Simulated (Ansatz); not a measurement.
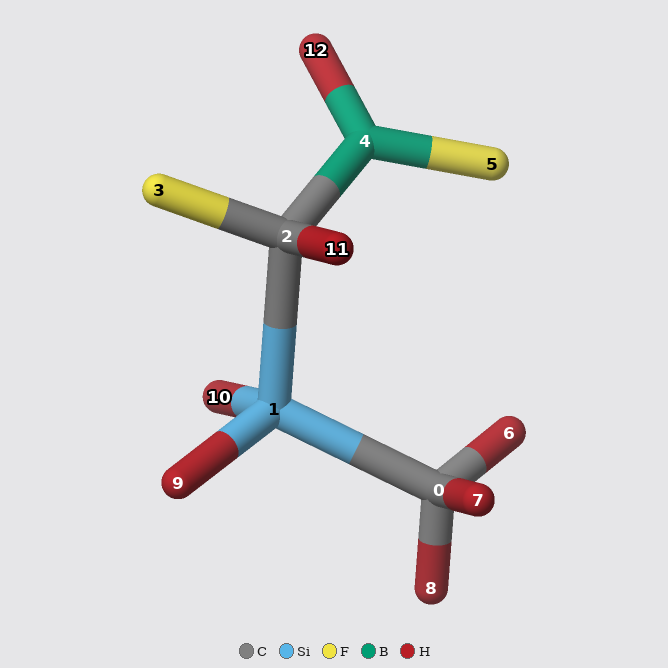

Starting geometry of the run. Atoms are numbered from 0, in the order of the input.

The calculation was set up as follows.

```yaml
crystal:
  periodic: [false, false, false]
  atoms:
    - {symbol: C, position_ang: [-0.711631, -1.172909, -1.257318]}
    - {symbol: Si, position_ang: [-0.280858, -0.878183, 0.534285]}
    - {symbol: C, position_ang: [0.962104, 0.575211, 0.688640]}
    - {symbol: F, position_ang: [1.463100, 0.580398, 1.994741]}
    - {symbol: B, position_ang: [0.307570, 1.931006, 0.311702]}
    - {symbol: F, position_ang: [-0.065894, 2.117682, -0.949448]}
    - {symbol: H, position_ang: [-1.163242, -0.285470, -1.705072]}
    - {symbol: H, position_ang: [0.177271, -1.431898, -1.837089]}
    - {symbol: H, position_ang: [-1.422633, -1.997919, -1.343494]}
    - {symbol: H, position_ang: [0.379367, -2.060652, 1.145185]}
    - {symbol: H, position_ang: [-1.496110, -0.547877, 1.326340]}
    - {symbol: H, position_ang: [1.788553, 0.335638, 0.003431]}
    - {symbol: H, position_ang: [0.083106, 2.800271, 1.102698]}
basis:
  gaussian: {orbitals: def2-TZVPP}
hamiltonian: {xc: r2scan, dispersion: d4}
output: {forces: true, orbitals: {seedname: orbitals}}
```

It was started with:

```sh
ansatz run in.yaml --threads 2 --pin off --events-out ev --progress --plain --max-ram 22528MiB --backend cuda --devices 0, --max-vram 18GiB
```

Output:

```
Functional definition: r2SCAN
  name "r2SCAN"
  cite "Furness, Kaplan, Ning, Perdew & Sun, J. Phys. Chem. Lett. 11, 8208 (2020) doi:10.1021/acs.jpclett.0c02405"
  cite "Furness, Kaplan, Ning, Perdew & Sun, J. Phys. Chem. Lett. 11, 9248 (2020) doi:10.1021/acs.jpclett.0c03077"
  parent r2scan
  parameter k0 = 0.174
  parameter k1 = 0.065
  parameter a1 = 4.9479
  exchange = r2scan_x(k0 = k0, k1 = k1, a1 = a1)
  correlation = r2scan_c
1542 factors; their error is unknown
mean field evaluation 1: about -16166.3525 eV, gradient 6.8e1 eV
mean field evaluation 2: about -16159.9184 eV, gradient 8.1e1 eV
mean field evaluation 4: about -16176.1787 eV, gradient 6.0e0 eV
mean field evaluation 8: about -16176.2427 eV, gradient 9.4e-2 eV
mean field evaluation 16: about -16176.2040 eV, gradient 6.0e-4 eV
mean field -16176.20403416 eV, -594.4645336303 hartree, gradient 3.8e-5 eV, S^2 0.000000; 0 other end points of the search recorded, 0 dependent functions left out
the calculation of the forces begins
reference -16176.20404830 eV, -594.4645341501 hartree; 28, 28 occupied and 267, 267 virtual orbitals, 1542 factors
Total energy: -16176.27142058 eV, -594.4670100357 hartree
Atom 0 at    -0.711631    -1.172909    -1.257318 Å, force    -0.001107     0.004529     0.003600 eV/Å
Atom 1 at    -0.280858    -0.878183     0.534285 Å, force    -0.024023    -0.023333     0.018383 eV/Å
Atom 2 at     0.962104     0.575211     0.688640 Å, force    -0.127677     0.047330    -0.360287 eV/Å
Atom 3 at     1.463100     0.580398     1.994741 Å, force     0.137385    -0.016883     0.379764 eV/Å
Atom 4 at     0.307570     1.931006     0.311702 Å, force     0.037446     0.002259     0.177064 eV/Å
Atom 5 at    -0.065894     2.117682    -0.949448 Å, force    -0.050590     0.004837    -0.171415 eV/Å
Atom 6 at    -1.163242    -0.285470    -1.705072 Å, force     0.006842    -0.028296    -0.001253 eV/Å
Atom 7 at     0.177271    -1.431898    -1.837089 Å, force    -0.024305     0.006182     0.001913 eV/Å
Atom 8 at    -1.422633    -1.997919    -1.343494 Å, force     0.014316     0.018927    -0.013859 eV/Å
Atom 9 at     0.379367    -2.060652     1.145185 Å, force    -0.011333     0.019987    -0.004453 eV/Å
Atom 10 at    -1.496110    -0.547877     1.326340 Å, force     0.022357    -0.004900    -0.006562 eV/Å
Atom 11 at     1.788553     0.335638     0.003431 Å, force     0.017994    -0.012424    -0.015787 eV/Å
Atom 12 at     0.083106     2.800271     1.102698 Å, force     0.002695    -0.018214    -0.007108 eV/Å
Dipole moment:    -0.062986    -0.182941    -0.327064 e Å
```
